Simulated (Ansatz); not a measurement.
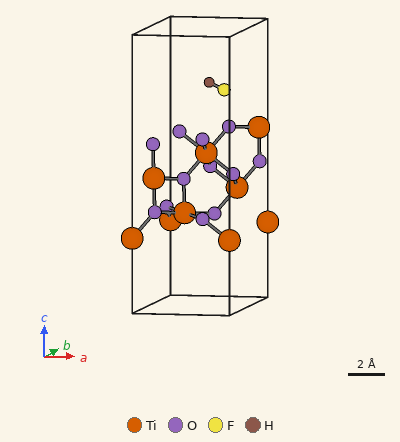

*The input geometry (ball-and-stick view of the cell of the calculation, with the vacuum cut short, seen slightly off an axis). An atom can appear more than once, as a periodic image.*

# Geometry relaxation of Ti6HO12F (part 1 of 3)

System: Ti6HO12F (slab, 20 atoms in the cell).
Method: DFT r2SCAN-D3(BJ), scalar-relativistic, plane waves, PAW, PAW set soft_1, no spin polarisation (Ansatz 0.2.0).

The structure derives from an entry of the Crystallography Open Database. The input holds or restrains some coordinates. Forces given for the steps count only the free coordinates. It belongs to a series of runs on one base structure; here: end point A relaxed.

What the program printed:
```
Warning: the engine holds no damping parameters fitted to this dispersion correction and functional, so the run takes those fitted to r2scan beside the three-body term, which d3bj leaves out (hamiltonian.dispersion, under Limitations)
Engine: ansatz 0.2.0, aarch64-unknown-linux-gnu
Pseudopotentials: kind: paw
Pseudopotential: Ti, paw, valence charge 12, recommended cutoff 500 eV (meta_gga), [file]
Pseudopotential: O, paw, valence charge 6, recommended cutoff 500 eV (meta_gga), [file]
Pseudopotential: F, paw, valence charge 7, recommended cutoff 500 eV (meta_gga), [file]
Pseudopotential: H, paw, valence charge 1, recommended cutoff 500 eV (meta_gga), [file]
Functional definition: r2SCAN
  parameter k0 = 0.174
  parameter k1 = 0.065
  parameter a1 = 4.9479
  exchange = r2scan_x(k0 = k0, k1 = k1, a1 = a1)
  correlation = r2scan_c
Crystal: 20 atoms, lattice volume = 533.580 Å³
Basis set: ecut = 500 eV, 13511 PW (Γ), exchange–correlation on 160×160×576 points (64 copies of the dense FFT grid, shifted against one another)
Bands: 96, of which v1, the nominal top of the filled ones, is band 76 counted from 1 (75 counted from 0)
Symmetry: 1 space group operations
Space group: P1 (ITA 1), of the structure as read, at distance tolerance 8.1e-5 Å
k-points: 4
Non-local potential: Ti, projectors of the file, l = 0: 3, l = 1: 2, l = 2: 3, l = 3: 1
Non-local potential: O, projectors of the file, l = 0: 2, l = 1: 2, l = 2: 1
Non-local potential: F, projectors of the file, l = 0: 2, l = 1: 2, l = 2: 1
Non-local potential: H, projectors of the file, l = 0: 2, l = 1: 1
PAW form: soft (Blöchl's): semilocal exchange-correlation on the pseudo side does not see the compensation charge
PAW frozen core: Ti, regenerated for the run's functional (the file was generated under x = pbe(κ = 0.804, μ = 0.2195149727645171), c = pbe(β = 0.06672455060314922))
PAW frozen core: O, regenerated for the run's functional (the file was generated under x = pbe(κ = 0.804, μ = 0.2195149727645171), c = pbe(β = 0.06672455060314922))
PAW frozen core: F, regenerated for the run's functional (the file was generated under x = pbe(κ = 0.804, μ = 0.2195149727645171), c = pbe(β = 0.06672455060314922))
PAW one-centre angular grid: Ti, 590 points (default); XC on 160 Gauss nodes
PAW one-centre angular grid: O, 302 points (default); XC on 160 Gauss nodes
PAW one-centre angular grid: F, 302 points (default); XC on 160 Gauss nodes
PAW one-centre angular grid: H, 302 points (default); XC on 160 Gauss nodes
Initial density: superposition of atomic densities (neutral atoms: chi_scale 0, normalization atom)
Initial wavefunctions: pseudopotential atomic-orbital guess
Functional: x = r2scan, c = r2scan; τ floored in thin density (d = 2e-4 eV/Å³)
SCF iter   1: F=-22564.772770 eV  HF=-22731.272724 eV  |F-HF|=1.66e2  |Δ(HF+E_count)|=         —  Δρ=1.54e-1  dr2=1.89e2  dr2_τ=8.97e0  ethr=3.10e-3  ⟨swp⟩=6.0  Hψ=1475  notcnv=0
preconditioner: auto → Resta (q_TF=auto, 2.213 Å⁻¹)  ε∞=2.4  [insulator: Δε(μ)=6.010 eV  Ē_g=13.806 eV  σ=0.050 eV  W_gap=1.00  n_scr=92 (ndim 8)  ℏωp=16.4 eV  f_vac=0.512  D(μ)=0.00/eV (n_scr^D=0)  ε∞_Penn≈2.4  vacuum switching on, ρ_ref=1.4e-2 e/Å³]
SCF iter   2: F=-18665.550209 eV  HF=-22801.871829 eV  |F-HF|=4.14e3  |Δ(HF+E_count)|=    7.06e1  Δρ=3.82e-1  dr2=4.22e3  dr2_τ=5.95e1  ethr=3.10e-3  ⟨swp⟩=6.8  Hψ=1102  notcnv=0  defer=56  recentre
preconditioner: auto → LDOS  [insulator: Δε(μ)=0.121 eV  Ē_g=9.501 eV  σ=0.050 eV  W_gap=0.68  n_scr=92 (ndim 8)  ℏωp=16.2 eV  f_vac=0.530  D(μ)=17.56/eV (n_scr^D=130)  ε∞_Penn≈3.9  β→1.0]
SCF iter   3: F=-22601.852535 eV  HF=-22713.866552 eV  |F-HF|=1.12e2  |Δ(HF+E_count)|=    8.80e1  Δρ=1.13e-1  dr2=1.25e2  dr2_τ=1.28e0  ethr=3.10e-3  ⟨swp⟩=5.5  Hψ=1047  notcnv=0  defer=44
SCF iter   4: F=-22633.380268 eV  HF=-22701.291130 eV  |F-HF|=6.79e1  |Δ(HF+E_count)|=    1.26e1  Δρ=5.91e-2  dr2=7.21e1  dr2_τ=7.21e-1  ethr=3.10e-3  ⟨swp⟩=4.0  Hψ=839  notcnv=0  defer=22
automatic band count: iteration 4 solves 88 bands in place of 96: the levels show a gap, and the empty bands left out lie too high to hold charge; the band table lists the bands solved (type scf.n_extra_bands for more)
SCF iter   5: F=-22652.832689 eV  HF=-22695.515401 eV  |F-HF|=4.27e1  |Δ(HF+E_count)|=    5.78e0  Δρ=3.70e-2  dr2=4.39e1  dr2_τ=4.35e-1  ethr=3.10e-3  ⟨swp⟩=4.0  Hψ=687  notcnv=0  defer=29
SCF iter   6: F=-22660.799097 eV  HF=-22693.389116 eV  |F-HF|=3.26e1  |Δ(HF+E_count)|=    2.13e0  Δρ=3.47e-2  dr2=3.36e1  dr2_τ=3.72e-1  ethr=3.10e-3  ⟨swp⟩=4.2  Hψ=646  notcnv=0  defer=28
SCF iter   7: F=-22673.198616 eV  HF=-22691.896158 eV  |F-HF|=1.87e1  |Δ(HF+E_count)|=    1.49e0  Δρ=3.48e-2  dr2=2.13e1  dr2_τ=2.90e-1  ethr=3.10e-3  ⟨swp⟩=3.8  Hψ=590  notcnv=0  defer=30
SCF iter   8: F=-22689.886933 eV  HF=-22691.502716 eV  |F-HF|=1.62e0  |Δ(HF+E_count)|=   3.93e-1  Δρ=1.64e-2  dr2=2.41e0  dr2_τ=3.74e-2  ethr=3.10e-3  ⟨swp⟩=4.2  Hψ=462  notcnv=0  defer=22
SCF iter   9: F=-22663.255229 eV  HF=-22691.848312 eV  |F-HF|=2.86e1  |Δ(HF+E_count)|=   3.46e-1  Δρ=4.44e-2  dr2=3.04e1  dr2_τ=5.56e-1  ethr=1.59e-3  ⟨swp⟩=4.2  Hψ=686  notcnv=0  defer=22  recentre
SCF iter  10: F=-22656.008139 eV  HF=-22691.787737 eV  |F-HF|=3.58e1  |Δ(HF+E_count)|=   6.06e-2  Δρ=3.94e-2  dr2=3.77e1  dr2_τ=4.10e-1  ethr=1.59e-3  ⟨swp⟩=4.0  Hψ=492  notcnv=0  defer=18
SCF iter  11: F=-22685.965417 eV  HF=-22691.287024 eV  |F-HF|=5.32e0  |Δ(HF+E_count)|=   5.01e-1  Δρ=1.45e-2  dr2=5.52e0  dr2_τ=9.69e-2  ethr=1.59e-3  ⟨swp⟩=3.8  Hψ=508  notcnv=0  defer=17
SCF iter  12: F=-22689.722308 eV  HF=-22691.237755 eV  |F-HF|=1.52e0  |Δ(HF+E_count)|=   4.93e-2  Δρ=1.01e-2  dr2=1.70e0  dr2_τ=4.09e-2  ethr=1.59e-3  ⟨swp⟩=2.2  Hψ=473  notcnv=0  defer=17
SCF iter  13: F=-22691.100940 eV  HF=-22691.226030 eV  |F-HF|=1.25e-1  |Δ(HF+E_count)|=   1.17e-2  Δρ=3.55e-3  dr2=1.56e-1  dr2_τ=2.37e-3  ethr=1.12e-3  ⟨swp⟩=4.5  Hψ=811  notcnv=0  defer=44
automatic band count: iteration 13 solves 96 bands in place of 88: the levels no longer show a gap clear of their residuals, so the SCF keeps every band
SCF iter  14: F=-22691.179250 eV  HF=-22691.226459 eV  |F-HF|=4.72e-2  |Δ(HF+E_count)|=   4.29e-4  Δρ=1.59e-3  dr2=5.15e-2  dr2_τ=1.29e-3  ethr=1.03e-4  ⟨swp⟩=2.0  Hψ=605  notcnv=0  defer=50
SCF iter  15: F=-22691.173777 eV  HF=-22691.226246 eV  |F-HF|=5.25e-2  |Δ(HF+E_count)|=   2.13e-4  Δρ=1.44e-3  dr2=5.52e-2  dr2_τ=2.70e-4  ethr=3.39e-5  ⟨swp⟩=1.8  Hψ=398  notcnv=0  defer=50
SCF iter  16: F=-22691.159279 eV  HF=-22691.226489 eV  |F-HF|=6.72e-2  |Δ(HF+E_count)|=   2.43e-4  Δρ=2.05e-3  dr2=7.27e-2  dr2_τ=1.31e-3  ethr=3.39e-5  ⟨swp⟩=2.0  Hψ=354  notcnv=0  defer=50
SCF iter  17: F=-22691.198268 eV  HF=-22691.226564 eV  |F-HF|=2.83e-2  |Δ(HF+E_count)|=   7.45e-5  Δρ=1.27e-3  dr2=3.05e-2  dr2_τ=1.38e-4  ethr=3.39e-5  ⟨swp⟩=1.0  Hψ=350  notcnv=0  defer=50
SCF iter  18: F=-22691.225745 eV  HF=-22691.226553 eV  |F-HF|=8.07e-4  |Δ(HF+E_count)|=   1.12e-5  Δρ=2.70e-4  dr2=9.62e-4  dr2_τ=4.44e-5  ethr=2.01e-5  ⟨swp⟩=1.0  Hψ=350  notcnv=0  defer=50
SCF iter  19: F=-22691.226410 eV  HF=-22691.226590 eV  |F-HF|=1.80e-4  |Δ(HF+E_count)|=   3.76e-5  Δρ=1.84e-4  dr2=2.67e-4  dr2_τ=4.00e-6  ethr=6.33e-7  ⟨swp⟩=2.0  Hψ=491  notcnv=0  defer=50
SCF iter  20: F=-22691.226470 eV  HF=-22691.226610 eV  |F-HF|=1.40e-4  |Δ(HF+E_count)|=   1.95e-5  Δρ=1.54e-4  dr2=1.91e-4  dr2_τ=2.43e-6  ethr=1.76e-7  ⟨swp⟩=2.0  Hψ=529  notcnv=0  defer=50
SCF iter  21: F=-22691.226559 eV  HF=-22691.226621 eV  |F-HF|=6.20e-5  |Δ(HF+E_count)|=   1.18e-5  Δρ=1.08e-4  dr2=8.67e-5  dr2_τ=1.06e-6  ethr=1.26e-7  ⟨swp⟩=2.0  Hψ=340  notcnv=0  defer=50
[...]
  greatest PAW one-centre occupation: 1.000 electrons in one spin orbital (limit 2), on the Ti atom at site 6 (counted from 0), in its partial waves of l = 0
relax step   1: F+E_penalty+E_count = -22691.22662100 eV  Δ(F+E_penalty+E_count) = +0.000e0 eV  max|allowed force component| = 5.346e0 eV/Å  Δτ_max = 0.0000 Å  (24 SCF iters, dr2 threshold 2.25e-5 eV, accepted)
Initial density: handed on by an earlier stage of this run
Initial wavefunctions: those handed on with the density
preconditioner: auto → Resta (q_TF=auto, 2.213 Å⁻¹)  ε∞=4.1  [insulator: Δε(μ)=0.211 eV  Ē_g=9.286 eV  σ=0.050 eV  W_gap=1.00  n_scr=92 (ndim 8)  ℏωp=16.2 eV  f_vac=0.553  D(μ)=0.19/eV (n_scr^D=0)  ε∞_Penn≈4.1  vacuum switching on, ρ_ref=6.3e-3 e/Å³]
preconditioner: auto → LDOS  [metal: Δε(μ)=0.042 eV  Ē_g=9.031 eV  σ=0.050 eV  W_gap=0.45  n_scr=92 (ndim 8)  ℏωp=16.2 eV  f_vac=0.552  D(μ)=23.42/eV (n_scr^D=204)  β→1.0]
  greatest PAW one-centre occupation: 1.000 electrons in one spin orbital (limit 2), on the Ti atom at site 13 (counted from 0), in its partial waves of l = 1
relax step   2: F+E_penalty+E_count = -22692.78332521 eV  Δ(F+E_penalty+E_count) = -1.557e0 eV  max|allowed force component| = 4.413e0 eV/Å  Δτ_max = 0.1956 Å  (19 SCF iters, dr2 threshold 1.00e-4 eV, accepted)
preconditioner: auto → LDOS  [metal: Δε(μ)=0.011 eV  Ē_g=9.515 eV  σ=0.050 eV  W_gap=0.12  n_scr=92 (ndim 8)  ℏωp=16.2 eV  f_vac=0.554  D(μ)=11.15/eV (n_scr^D=62)  β→1.0]
preconditioner: auto → Resta (q_TF=auto, 2.213 Å⁻¹)  ε∞=3.7  [insulator: Δε(μ)=0.215 eV  Ē_g=9.846 eV  σ=0.050 eV  W_gap=1.00  n_scr=92 (ndim 8)  ℏωp=16.2 eV  f_vac=0.559  D(μ)=0.11/eV (n_scr^D=0)  ε∞_Penn≈3.7  vacuum switching on, ρ_ref=7.0e-3 e/Å³  β→0.5]
  greatest PAW one-centre occupation: 1.000 electrons in one spin orbital (limit 2), on the Ti atom at site 7 (counted from 0), in its partial waves of l = 1
relax step   3: F+E_penalty+E_count = -22694.09025368 eV  Δ(F+E_penalty+E_count) = -1.307e0 eV  max|allowed force component| = 3.328e0 eV/Å  Δτ_max = 0.1978 Å  (12 SCF iters, dr2 threshold 1.00e-4 eV, accepted)
automatic band count: iteration 1 solves 88 bands in place of 96: the levels show a gap, and the empty bands left out lie too high to hold charge; the band table lists the bands solved (type scf.n_extra_bands for more)
preconditioner: auto → LDOS  [insulator: Δε(μ)=0.069 eV  Ē_g=8.769 eV  σ=0.050 eV  W_gap=0.67  n_scr=92 (ndim 8)  ℏωp=16.2 eV  f_vac=0.554  D(μ)=6.97/eV (n_scr^D=34)  ε∞_Penn≈4.4  β→1.0]
relax step   4: F+E_penalty+E_count = -22694.34504109 eV  Δ(F+E_penalty+E_count) = -2.548e-1 eV  max|allowed force component| = 1.856e0 eV/Å  Δτ_max = 0.2000 Å  (9 SCF iters, dr2 threshold 1.00e-4 eV, accepted)
automatic band count: iteration 1 solves 88 bands in place of 96: the levels show a gap, and the empty bands left out lie too high to hold charge; the band table lists the bands solved (type scf.n_extra_bands for more)
preconditioner: auto → LDOS  [insulator: Δε(μ)=0.133 eV  Ē_g=8.728 eV  σ=0.050 eV  W_gap=0.94  n_scr=92 (ndim 8)  ℏωp=16.2 eV  f_vac=0.553  D(μ)=1.94/eV (n_scr^D=4)  ε∞_Penn≈4.5  β→1.0]
relax step   5: F+E_penalty+E_count = -22694.52349545 eV  Δ(F+E_penalty+E_count) = -1.785e-1 eV  max|allowed force component| = 7.716e-1 eV/Å  Δτ_max = 0.1975 Å  (8 SCF iters, dr2 threshold 1.00e-4 eV, accepted)
automatic band count: iteration 1 solves 88 bands in place of 96: the levels show a gap, and the empty bands left out lie too high to hold charge; the band table lists the bands solved (type scf.n_extra_bands for more)
preconditioner: auto → LDOS  [insulator: Δε(μ)=0.152 eV  Ē_g=8.706 eV  σ=0.050 eV  W_gap=0.97  n_scr=92 (ndim 8)  ℏωp=16.2 eV  f_vac=0.553  D(μ)=1.13/eV (n_scr^D=2)  ε∞_Penn≈4.5  β→1.0]
relax step   6: F+E_penalty+E_count = -22694.61381729 eV  Δ(F+E_penalty+E_count) = -9.032e-2 eV  max|allowed force component| = 5.691e-1 eV/Å  Δτ_max = 0.1960 Å  (8 SCF iters, dr2 threshold 1.00e-4 eV, accepted)
automatic band count: iteration 1 solves 88 bands in place of 96: the levels show a gap, and the empty bands left out lie too high to hold charge; the band table lists the bands solved (type scf.n_extra_bands for more)
preconditioner: auto → LDOS  [insulator: Δε(μ)=0.168 eV  Ē_g=8.701 eV  σ=0.050 eV  W_gap=0.98  n_scr=92 (ndim 8)  ℏωp=16.2 eV  f_vac=0.554  D(μ)=0.68/eV (n_scr^D=2)  ε∞_Penn≈4.5  β→1.0]
relax step   7: F+E_penalty+E_count = -22694.68460558 eV  Δ(F+E_penalty+E_count) = -7.079e-2 eV  max|allowed force component| = 5.280e-1 eV/Å  Δτ_max = 0.1953 Å  (7 SCF iters, dr2 threshold 5.60e-5 eV, accepted)
automatic band count: iteration 1 solves 88 bands in place of 96: the levels show a gap, and the empty bands left out lie too high to hold charge; the band table lists the bands solved (type scf.n_extra_bands for more)
preconditioner: auto → LDOS  [insulator: Δε(μ)=0.157 eV  Ē_g=8.715 eV  σ=0.050 eV  W_gap=0.97  n_scr=92 (ndim 8)  ℏωp=16.2 eV  f_vac=0.556  D(μ)=0.97/eV (n_scr^D=2)  ε∞_Penn≈4.5  β→1.0]
relax step   8: F+E_penalty+E_count = -22694.75970354 eV  Δ(F+E_penalty+E_count) = -7.510e-2 eV  max|allowed force component| = 5.754e-1 eV/Å  Δτ_max = 0.1957 Å  (7 SCF iters, dr2 threshold 1.00e-4 eV, accepted)
automatic band count: iteration 1 solves 88 bands in place of 96: the levels show a gap, and the empty bands left out lie too high to hold charge; the band table lists the bands solved (type scf.n_extra_bands for more)
preconditioner: auto → LDOS  [insulator: Δε(μ)=0.149 eV  Ē_g=8.735 eV  σ=0.050 eV  W_gap=0.97  n_scr=92 (ndim 8)  ℏωp=16.2 eV  f_vac=0.558  D(μ)=1.22/eV (n_scr^D=2)  ε∞_Penn≈4.5  β→1.0]
relax step   9: F+E_penalty+E_count = -22694.82046637 eV  Δ(F+E_penalty+E_count) = -6.076e-2 eV  max|allowed force component| = 4.570e-1 eV/Å  Δτ_max = 0.1940 Å  (7 SCF iters, dr2 threshold 1.00e-4 eV, accepted)
automatic band count: iteration 1 solves 88 bands in place of 96: the levels show a gap, and the empty bands left out lie too high to hold charge; the band table lists the bands solved (type scf.n_extra_bands for more)
preconditioner: auto → LDOS  [insulator: Δε(μ)=0.134 eV  Ē_g=8.752 eV  σ=0.050 eV  W_gap=0.94  n_scr=92 (ndim 8)  ℏωp=16.2 eV  f_vac=0.560  D(μ)=1.86/eV (n_scr^D=4)  ε∞_Penn≈4.4  β→1.0]
relax step  10: F+E_penalty+E_count = -22694.87288717 eV  Δ(F+E_penalty+E_count) = -5.242e-2 eV  max|allowed force component| = 3.690e-1 eV/Å  Δτ_max = 0.1947 Å  (7 SCF iters, dr2 threshold 1.00e-4 eV, accepted)
automatic band count: iteration 1 solves 88 bands in place of 96: the levels show a gap, and the empty bands left out lie too high to hold charge; the band table lists the bands solved (type scf.n_extra_bands for more)
preconditioner: auto → LDOS  [insulator: Δε(μ)=0.124 eV  Ē_g=8.752 eV  σ=0.050 eV  W_gap=0.92  n_scr=92 (ndim 8)  ℏωp=16.2 eV  f_vac=0.561  D(μ)=2.44/eV (n_scr^D=4)  ε∞_Penn≈4.4  β→1.0]
relax step  11: F+E_penalty+E_count = -22694.91828114 eV  Δ(F+E_penalty+E_count) = -4.539e-2 eV  max|allowed force component| = 4.145e-1 eV/Å  Δτ_max = 0.1954 Å  (7 SCF iters, dr2 threshold 8.59e-5 eV, accepted)
automatic band count: iteration 1 solves 88 bands in place of 96: the levels show a gap, and the empty bands left out lie too high to hold charge; the band table lists the bands solved (type scf.n_extra_bands for more)
preconditioner: auto → LDOS  [insulator: Δε(μ)=0.107 eV  Ē_g=8.759 eV  σ=0.050 eV  W_gap=0.87  n_scr=92 (ndim 8)  ℏωp=16.2 eV  f_vac=0.563  D(μ)=3.61/eV (n_scr^D=6)  ε∞_Penn≈4.4  β→1.0]
relax step  12: F+E_penalty+E_count = -22694.92474982 eV  Δ(F+E_penalty+E_count) = -6.469e-3 eV  max|allowed force component| = 1.174e0 eV/Å  Δτ_max = 0.1951 Å  (8 SCF iters, dr2 threshold 1.00e-4 eV, accepted)
automatic band count: iteration 1 solves 88 bands in place of 96: the levels show a gap, and the empty bands left out lie too high to hold charge; the band table lists the bands solved (type scf.n_extra_bands for more)
preconditioner: auto → LDOS  [insulator: Δε(μ)=0.090 eV  Ē_g=8.731 eV  σ=0.050 eV  W_gap=0.80  n_scr=92 (ndim 8)  ℏωp=16.2 eV  f_vac=0.564  D(μ)=5.00/eV (n_scr^D=18)  ε∞_Penn≈4.5  β→1.0]
relax step  13: F+E_penalty+E_count = -22694.96540205 eV  Δ(F+E_penalty+E_count) = -4.065e-2 eV  max|allowed force component| = 2.002e-1 eV/Å  Δτ_max = 0.1579 Å  (7 SCF iters, dr2 threshold 1.00e-4 eV, accepted)
automatic band count: iteration 1 solves 88 bands in place of 96: the levels show a gap, and the empty bands left out lie too high to hold charge; the band table lists the bands solved (type scf.n_extra_bands for more)
preconditioner: auto → LDOS  [insulator: Δε(μ)=0.096 eV  Ē_g=8.704 eV  σ=0.050 eV  W_gap=0.83  n_scr=92 (ndim 8)  ℏωp=16.2 eV  f_vac=0.563  D(μ)=4.49/eV (n_scr^D=10)  ε∞_Penn≈4.5  β→1.0]
relax step  14: F+E_penalty+E_count = -22694.96942753 eV  Δ(F+E_penalty+E_count) = -4.025e-3 eV  max|allowed force component| = 1.427e-1 eV/Å  Δτ_max = 0.0245 Å  (9 SCF iters, dr2 threshold 2.50e-6 eV, accepted)
automatic band count: iteration 1 solves 88 bands in place of 96: the levels show a gap, and the empty bands left out lie too high to hold charge; the band table lists the bands solved (type scf.n_extra_bands for more)
preconditioner: auto → LDOS  [insulator: Δε(μ)=0.096 eV  Ē_g=8.713 eV  σ=0.050 eV  W_gap=0.82  n_scr=92 (ndim 8)  ℏωp=16.2 eV  f_vac=0.564  D(μ)=4.51/eV (n_scr^D=10)  ε∞_Penn≈4.5  β→1.0]
relax step  15: F+E_penalty+E_count = -22694.97156668 eV  Δ(F+E_penalty+E_count) = -2.139e-3 eV  max|allowed force component| = 4.911e-2 eV/Å  Δτ_max = 0.0165 Å  (8 SCF iters, dr2 threshold 1.27e-6 eV, accepted)
automatic band count: iteration 1 solves 88 bands in place of 96: the levels show a gap, and the empty bands left out lie too high to hold charge; the band table lists the bands solved (type scf.n_extra_bands for more)
preconditioner: auto → LDOS  [insulator: Δε(μ)=0.092 eV  Ē_g=8.716 eV  σ=0.050 eV  W_gap=0.81  n_scr=92 (ndim 8)  ℏωp=16.2 eV  f_vac=0.564  D(μ)=4.82/eV (n_scr^D=18)  ε∞_Penn≈4.5  β→1.0]
relax step  16: F+E_penalty+E_count = -22694.97258605 eV  Δ(F+E_penalty+E_count) = -1.019e-3 eV  max|allowed force component| = 4.208e-2 eV/Å  Δτ_max = 0.0260 Å  (10 SCF iters, accepted)
automatic band count: iteration 1 solves 88 bands in place of 96: the levels show a gap, and the empty bands left out lie too high to hold charge; the band table lists the bands solved (type scf.n_extra_bands for more)
preconditioner: auto → LDOS  [insulator: Δε(μ)=0.091 eV  Ē_g=8.715 eV  σ=0.050 eV  W_gap=0.80  n_scr=92 (ndim 8)  ℏωp=16.2 eV  f_vac=0.564  D(μ)=4.92/eV (n_scr^D=18)  ε∞_Penn≈4.5  β→1.0]
relax step  17: F+E_penalty+E_count = -22694.97305508 eV  Δ(F+E_penalty+E_count) = -4.690e-4 eV  max|allowed force component| = 2.811e-2 eV/Å  Δτ_max = 0.0225 Å  (10 SCF iters, accepted)
```
